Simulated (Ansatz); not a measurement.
Co₂Ru (Fm-3m, No. 225): the end point of a relaxation with Ansatz, DFT PBE, scalar-relativistic, plane waves, PAW; the starting structure was generated, so it need not be a known form of this composition.

```cif
data_structure
_symmetry_space_group_name_H-M 'Fm-3m'
_symmetry_Int_Tables_number 225
_cell_length_a 5.5418
_cell_length_b 5.5418
_cell_length_c 5.5418
_cell_angle_alpha 90.000
_cell_angle_beta 90.000
_cell_angle_gamma 90.000
_cell_volume 170.20
loop_
_atom_site_label
_atom_site_type_symbol
_atom_site_symmetry_multiplicity
_atom_site_Wyckoff_symbol
_atom_site_fract_x
_atom_site_fract_y
_atom_site_fract_z
_atom_site_occupancy
Co1 Co 8 c 0.25000 0.75000 0.75000 1
Ru1 Ru 4 a 0.00000 0.00000 0.00000 1
```

Question: What will a projected-potential map along [110] show? Computed as the sum of neutral-atom potentials (tabulated electron scattering factors, B = 0.5 Å²) projected along the beam and smoothed by 0.25 Å; brighter is more positive. The display is stretched by a gamma of 0.7; percentages refer to the linear signal.

Answer: The columns repeat on a centred rectangular net of 3.92 × 5.54 Å (plane group c2mm). The brightest columns hold 1 Ru per repeat; in falling brightness follow 1 Co (about 70 %). Brightness is counted from the darkest point of the image. The closest visible columns (Co and Ru) are 1.39 Å apart in projection. Along the beam the structure repeats every 3.92 Å.

| column | atoms along the beam per repeat | peak brightness |
| --- | --- | --- |
| Ru | 1 Ru | 100 % |
| Co | 1 Co | 70 % |

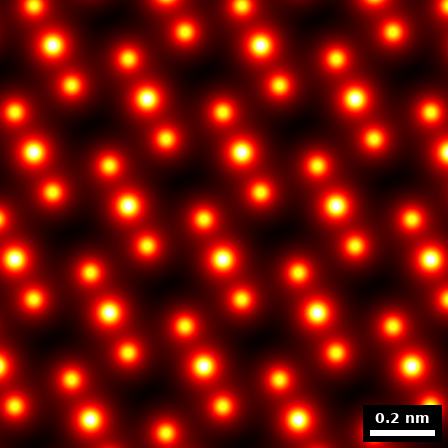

The simulated image.

Question: What mean inner potential do neutral atoms give for this crystal?

Answer: About 26 V (the sum of the forward scattering factors over the cell volume; bonding usually lowers the true value).
